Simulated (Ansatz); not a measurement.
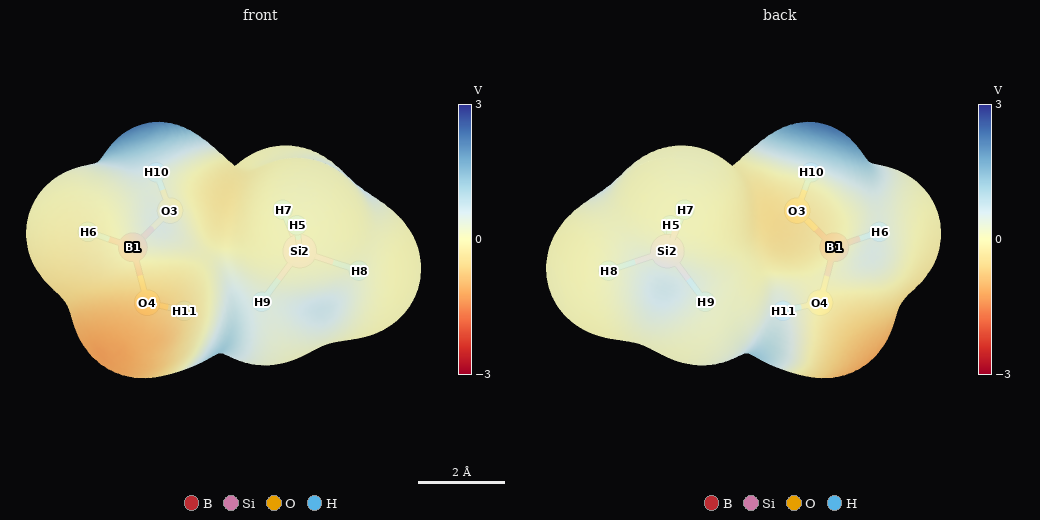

Figure 1: BH3O2···SiH4. The electrostatic potential painted on the density surface at 0.001 e/bohr³, seen from the front and from behind; the colour scale runs from red (negative) to blue (positive).

The product side of a reaction path; geometry: PBE0-D4/def2-TZVP.

These are results of RKS PBE0-D4/def2-TZVPP in Ansatz, not measurements.

Input

```
crystal:
  periodic: [false, false, false]
  atoms:
    - {symbol: B, position_ang: [-1.842173, 0.910401, 0.107824]}
    - {symbol: Si, position_ang: [1.830396, -0.909944, -0.036332]}
    - {symbol: O, position_ang: [-0.665921, 1.104380, -0.559924]}
    - {symbol: O, position_ang: [-2.034189, -0.240375, 0.789588]}
    - {symbol: H, position_ang: [1.901237, 0.212720, 0.928599]}
    - {symbol: H, position_ang: [-2.713112, 1.732692, 0.108517]}
    - {symbol: H, position_ang: [1.904007, -0.414739, -1.430683]}
    - {symbol: H, position_ang: [2.956862, -1.846147, 0.216353]}
    - {symbol: H, position_ang: [0.561456, -1.662309, 0.161550]}
    - {symbol: H, position_ang: [-0.620491, 1.948714, -1.011110]}
    - {symbol: H, position_ang: [-1.278071, -0.835192, 0.725619]}
basis:
  gaussian: {orbitals: def2-TZVPP}
hamiltonian: {xc: pbe0, dispersion: d4}
output: {orbitals: {seedname: orbitals}}
```

Run with:

```sh
ansatz run in.yaml --threads 4 --pin off --events-out ev --progress --plain --max-ram 9574MiB
```

Where is the surface potential most negative and most positive?

The most negative region (about −1.2 V) lies over O4, the most positive (about +2.2 V) over H10. O4 is the likeliest acceptor of a hydrogen bond.
